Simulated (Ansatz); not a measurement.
**Cl2Ge2 (triplet): density, localisation and related maps**

Input

```
crystal:
  periodic: [false, false, false]
  atoms:
    - {symbol: Ge, position_ang: [0.325551, -0.354587, 1.601093]}
    - {symbol: Ge, position_ang: [1.187392, 1.132930, -0.323720]}
    - {symbol: Cl, position_ang: [-0.127449, 0.683353, -2.036031]}
    - {symbol: Cl, position_ang: [-1.385494, -1.461696, 0.758657]}
basis:
  gaussian: {orbitals: def2-TZVP, initial_orbitals: start.molden}
magnetization: {spin_polarized: true, initial_magnetization: 2}
hamiltonian: {xc: pbe0, dispersion: d4}
scf: {omitted_lower_state_checks: [starts]}
output: {orbitals: {seedname: orbitals}}
```

Launched as:

```sh
ansatz run in.yaml --threads 4 --pin off --events-out ev --progress --plain --max-ram 4787MiB
```

Geometry: PBE-D4/def2-SVP.

Computed with UKS PBE0-D4/def2-TZVP in Ansatz.

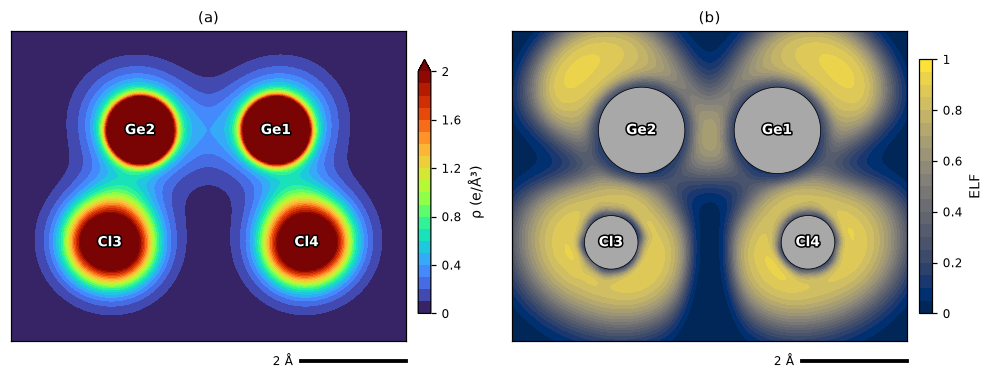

Figure 1. (a) total electron density; (b) ELF on the molecular plane. Grey discs cover the atomic cores in the ELF map.

Read the bonding off the picture.

Answer.
- Atoms in the plane: Ge and Cl.
- Ge–Cl (2.21 Å): ρ is about 0.7 e/Å³ halfway; the ELF peaks at about 0.80 in the valence shell of Cl, 0.8 Å from its nucleus, and is about 0.65 at the midpoint.
- Ge–Ge (2.58 Å): ρ at the midpoint is about 0.4 e/Å³; the ELF peaks at about 0.70 between the atoms.
- The ELF also peaks beside Cl3 and Cl4, away from the bonds: non-bonding electrons, paired or unpaired.

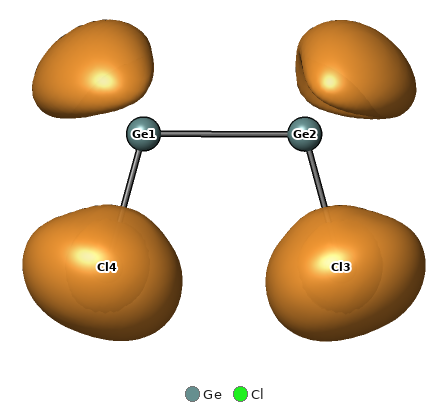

Figure 2. Isosurface of the ELF at 0.75 (orange), seen across its widest extent. Only the valence region is drawn (cores and ρ < 0.01 e/Å³ removed).

Where are the electrons localised?

Answer. The ELF exceeds this value in two lobes on Ge, pointing away from the bonds (non-bonding electrons) and two regions wrapped around Cl (the valence shell of each).

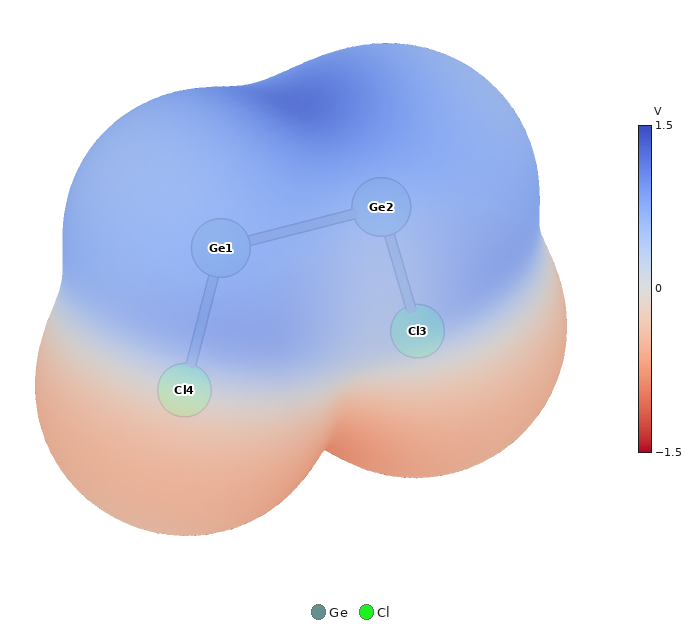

Figure 3. The molecular electrostatic potential painted on the density surface at 0.001 e/bohr³, seen at a tilt; red is negative and blue positive.

Describe the electrostatic potential map.

Answer. The most negative region (about −0.8 V) lies over Cl3 and Cl4, the most positive (about +1.2 V) over Ge1 and Ge2.

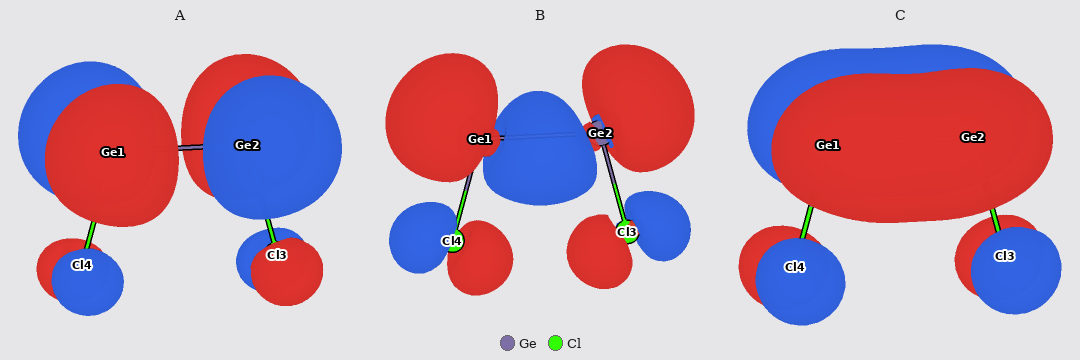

Figure 4. Three frontier orbitals at ±0.08 Å⁻³ᐟ² (blue and red are the two phases), in no order.

Order the three orbitals by energy and name them. All are α orbitals.

Answer. B is the HOMO−1 (α) (−6.56 eV). By Hirshfeld shares it lies mainly on Ge1 (about 40 %), Ge2 (about 40 %), Cl3 (about 10 %) and Cl4 (about 10 %); it is symmetric in the molecular plane (an in-plane orbital: σ, lone-pair or in-plane π type). C is the HOMO (α) (−6.11 eV). Its weight (Hirshfeld) is mainly on Ge1 (about 40 %), Ge2 (about 40 %), Cl3 (about 10 %) and Cl4 (about 10 %); it changes sign across the molecular plane (π type); π-bonding across Ge1–Ge2. A is the LUMO (α) (−2.87 eV). Its weight (Hirshfeld) is mainly on Ge1 (about 45 %) and Ge2 (about 45 %); it changes sign across the molecular plane (π type); π-antibonding (a node) across Ge1–Ge2.

What is the gap between the highest occupied and lowest empty α orbitals?

Answer. 3.24 eV between the orbital energies.
